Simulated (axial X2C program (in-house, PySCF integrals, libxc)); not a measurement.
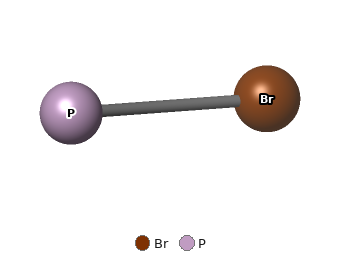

Figure 1. The molecule at the reference distance of 2.316 Å.

**Relativistic diatomic calculation for BrP⁻**

BrP⁻, single determinant with Ω = 1/2 (not the lowest found). The distance is the PBE0 minimum at charge −1. Computed at this level: expectation values, HF and Kohn-Sham, two-component X2C with atomic mean-field Coulomb and Gaunt terms, Br dyall-acv3z, P dyall-av3z (cores contracted) (axial X2C program (in-house, PySCF integrals, libxc)).

### Results in brief

- outcome: converged; the levels of theory disagree widely; a filled level lies above zero
- hardware: 1 thread of Arm Neoverse V2, 112 GiB of memory available, shared host
- wall time: 3 s
- peak memory: 0.35 GiB

### Notes

The highest filled level (PBE0, up to 0.63 eV) lies above zero. That is common for anions, where the functional's self-interaction leaves the outer electrons unbound; only the finite basis holds them, so such levels depend on it.

### The input
```
{"zs": [35, 15], "q": -1, "bas": ["dyall-acv3z", "dyall-av3z"], "r0": 2.25, "levels": ["PBE0", "HF", "PBE50", "B3LYP", "PBE"], "nst": 3}
```

The line is the task of a batch: nuclear charges, charge, bases, the levels to run, a first guess of the distance and further settings. This report covers the levels named above. The log is that of the reference distance.

Launched within a batch (the task file carries these settings):
```bash
python <driver script> task.json out
```

### The program's output
```
two-component X2C + atomic mean field  PBE0
basis functions 180  fitting functions 965  grid points 5078
iter        total energy     max residual
   1      -2942.234388586     5.00e+00
   2      -2947.107540808     4.70e-02
   3      -2947.085100012     5.15e-02
   4      -2947.180217556     4.02e-03
   5      -2947.180554777     1.48e-03
   6      -2947.180592461     9.20e-04
   7      -2947.180613279     1.10e-04
   8      -2947.180613469     2.65e-05
   9      -2947.180613488     7.52e-06
  10      -2947.180613491     2.61e-06
  11      -2947.180613491     1.07e-06
converged
one-electron -4344.61826891  Coulomb 1394.51288167  exact exchange -28.48408516  xc functional -87.50649043  nuclear repulsion 119.95597398  atomic mean-field constant -1.04062464
```

### Expectation values by level of theory

```tsv
quantity	PBE0	HF	PBE50	B3LYP	PBE
effective field for an electron dipole moment (GV/cm)	0.102	0.0864	0.0944	0.0955	0.107
field gradient at the first nucleus (a.u.)	4.87	4.53	4.84	4.79	4.84
field gradient at the second nucleus (a.u.)	2.20	2.43	2.30	2.26	2.11
A∥/gI, first nucleus (MHz)	273	159	226	282	333
A∥/gI, second nucleus (MHz)	701	635	704	693	688
```

Each column comes from one determinant, in a basis with contracted cores. The levels disagree widely: A∥/gI at the first nucleus runs from 159 to 333 MHz. They may not all have settled in the same state, and these values aren't reliable properties of the molecule.

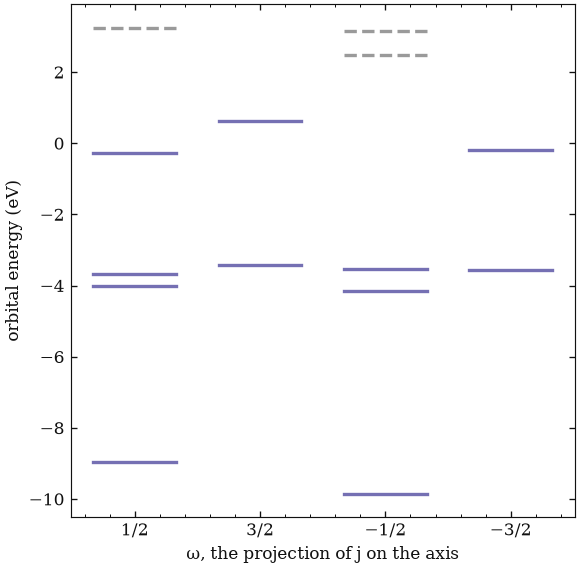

Figure 2. Orbital energies (PBE0) near the frontier at 2.32 Å, filled (solid) and empty (dashed). The highest filled spinor (3/2; 78 % P p, 9 % Br d) lies at 0.63 eV, the lowest empty one (−1/2; 81 % P p, 10 % Br d) at 2.49 eV. A filled level above zero is held only by the finite basis .
